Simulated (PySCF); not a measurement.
## Frequency calculation, with input and output: CoNBr

CoNBr, multiplicity 4, computed with UKS-based PBE0, Co def2-TZVP, N def2-TZVP, Br def2-TZVP; non-relativistic Hamiltonian; density fitting (PySCF 2.14.0).

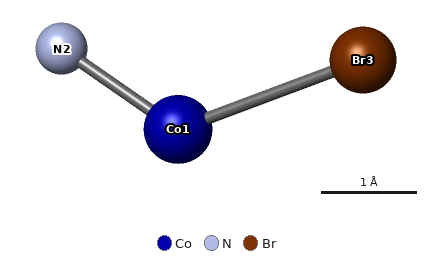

**Figure 1.** The structure as given in the input (ball-and-stick view, seen at a tilt; atoms are numbered from 1 in the order of the input). Sticks mark near contacts.

## Summary

```tsv
quantity	value
outcome	converged
total energy	−4011.041822 hartree
⟨S²⟩	3.942
zero-point energy	0.002860 hartree
dipole moment	2.70 D
wavenumbers, lowest and highest	103 and 835 cm⁻¹
hardware	4 threads of Arm Neoverse V2, 24 GiB of memory available, shared host
wall time	1.7 min (CPU time 5.5 min)
peak memory	1.1 GiB
```

## Input
```python
from pyscf import gto, scf, dft
mol = gto.M(atom='''
Co    -0.895392     0.000000    -0.605512
N     -2.345930     0.000000     0.026774
Br     1.082875     0.000000     0.446491''',
    basis={'Co': 'def2-TZVP', 'N': 'def2-TZVP', 'Br': 'def2-TZVP'},
    charge=0, spin=3)
mf = dft.UKS(mol, xc='PBE0')
mf.grids.atom_grid = (75, 302)
aux = {'Co': 'def2-universal-JKFIT', 'N': 'def2-universal-JKFIT', 'Br': 'def2-universal-JKFIT'}
mf = mf.density_fit(auxbasis=aux)
mf.conv_tol = 1e-09
mf.diis_space = 10
mf.max_cycle = 60
mf.verbose = 4
mf.kernel()
```

The script is an equivalent of the set-up of the self-consistent field. The run itself was carried out by a driver, which started from the orbitals of the step before it where there was one and computed the further properties.

Run as:
```bash
OMP_NUM_THREADS=4 python axn.py task.json out
```

## Output
```
init E= -4011.04182156135
  alpha nocc = 36  HOMO = -0.285916072939141  LUMO = -0.107478806783357
  beta  nocc = 33  HOMO = -0.297445421256483  LUMO = -0.137495165612693
  HOMO = -0.285916072939  LUMO = -0.137495165613  gap/eV = 4.03874
cycle= 1 E= -4011.04182156106  delta_E= 2.84e-10  |g|= 3.59e-05  |ddm|= 1.29e-05
  alpha nocc = 36  HOMO = -0.285918151383995  LUMO = -0.107490890357256
  beta  nocc = 33  HOMO = -0.297449143438891  LUMO = -0.137500485449227
  HOMO = -0.285918151384  LUMO = -0.137500485449  gap/eV = 4.03865
cycle= 2 E= -4011.04182155117  delta_E= 9.89e-09  |g|= 0.000206  |ddm|= 7.09e-05
  alpha nocc = 36  HOMO = -0.285916589058074  LUMO = -0.10748095242009
  beta  nocc = 33  HOMO = -0.297445644504094  LUMO = -0.13749650870065
  HOMO = -0.285916589058  LUMO = -0.137496508701  gap/eV = 4.03872
cycle= 3 E= -4011.04182156136  delta_E= -1.02e-08  |g|= 3.81e-06  |ddm|= 6.13e-05
  alpha nocc = 36  HOMO = -0.285916417314447  LUMO = -0.107480670176835
  beta  nocc = 33  HOMO = -0.297445841749649  LUMO = -0.137496148590096
  HOMO = -0.285916417314  LUMO = -0.13749614859  gap/eV = 4.03872
cycle= 4 E= -4011.04182156137  delta_E= -7.28e-12  |g|= 7.1e-07  |ddm|= 2.79e-06
  alpha nocc = 36  HOMO = -0.285916430411408  LUMO = -0.107480543264733
  beta  nocc = 33  HOMO = -0.297445837206842  LUMO = -0.137496120283329
  HOMO = -0.285916430411  LUMO = -0.137496120283  gap/eV = 4.03872
Extra cycle  E= -4011.04182156137  delta_E= 3.64e-12  |g|= 1.63e-06  |ddm|= 1.94e-06
converged SCF energy = -4011.04182156137  <S^2> = 3.9417965  2S+1 = 4.0947755
```

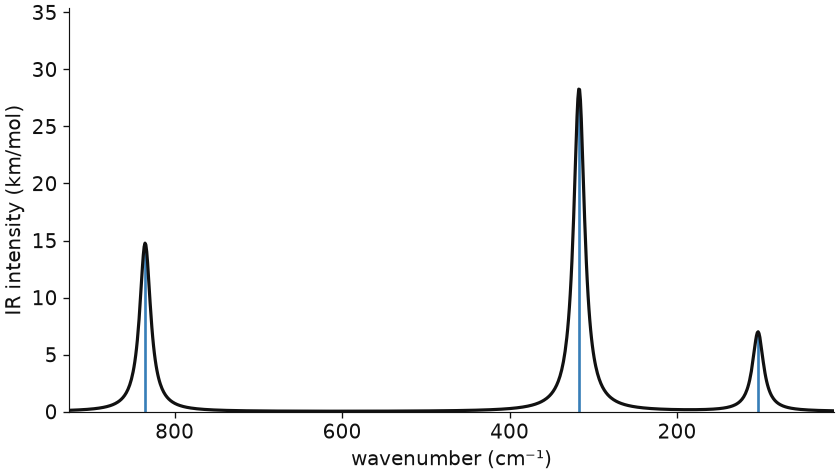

**Figure 2.** Harmonic infrared spectrum, unscaled: sticks (degenerate modes added up, dark ones marked on the axis) with a Lorentzian envelope of 16 cm⁻¹ full width, scaled to the tallest stick. 3 modes from 103 to 835 cm⁻¹, none imaginary. The strongest line is at 317 cm⁻¹ (28 km/mol). All modes, in cm⁻¹ (km/mol): 103 (6.9), 317 (28), 835 (14.7).

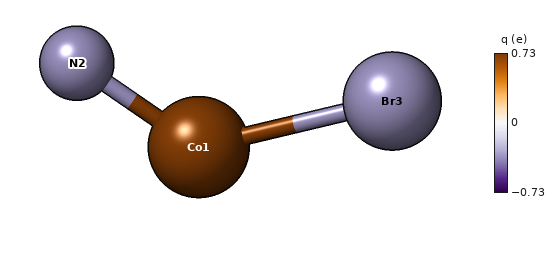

**Figure 3.** Mulliken charges, as the colour of each atom (ball-and-stick view, seen at a tilt; atoms are numbered from 1 in the order of the input). By element: Co +0.70, N −0.35 and Br −0.35 e.
